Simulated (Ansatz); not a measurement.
The calculation's input:

```
crystal:
  periodic: [false, false, false]
  atoms:
    - symbol: C
      position_ang: [0.746080, -1.182014, -3.256437]
    - symbol: C
      position_ang: [1.065674, -1.001356, -1.775161]
    - symbol: C
      position_ang: [-0.166112, -0.794130, -0.874388]
    - symbol: C
      position_ang: [-0.951945, 0.478815, -1.189815]
    - symbol: O
      position_ang: [-1.093487, -1.863790, -1.012544]
    - symbol: O
      position_ang: [0.352149, -0.757121, 0.447019]
    - symbol: H
      position_ang: [0.340295, -0.254325, -3.708680]
    - symbol: H
      position_ang: [1.651719, -1.460788, -3.830377]
    - symbol: H
      position_ang: [-0.012393, -1.978389, -3.394691]
    - symbol: H
      position_ang: [1.592490, -1.896759, -1.376903]
    - symbol: H
      position_ang: [1.759476, -0.150522, -1.612400]
    - symbol: H
      position_ang: [-1.817778, 0.556805, -0.501070]
    - symbol: H
      position_ang: [-1.350077, 0.462839, -2.222217]
    - symbol: H
      position_ang: [-0.306245, 1.367875, -1.061747]
    - symbol: H
      position_ang: [-0.597328, -2.674767, -0.786227]
    - symbol: H
      position_ang: [-0.414541, -0.606033, 1.032955]
basis:
  gaussian:
    orbitals: def2-SVPD
hamiltonian:
  xc: {name: PBE0}
output: {forces: true, orbitals: {seedname: orbitals}}
```

Run with:

```sh
ansatz run input.yaml --threads 2 --pin off --max-ram 4350MiB --events-out events.jsonl --progress --plain --runs-dir runs
```

Geometry: PBE-D3(BJ)/def2-SVP.

The calculation used isolated molecule in a Gaussian basis; Kohn-Sham density functional theory, functional PBE0 (Ansatz).

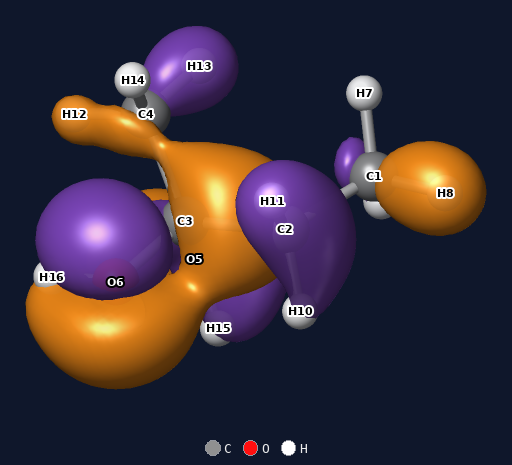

C4H10O2. The HOMO−1 at ±0.08 Å⁻³ᐟ² (orange and purple are the two phases), seen across its widest extent.

### What is the character of this orbital?

Its weight (Hirshfeld) is mainly on O6 (about 35 %), O5 (about 30 %), C3 (about 10 %) and C2 (about 10 %). Its energy is −8.94 eV.
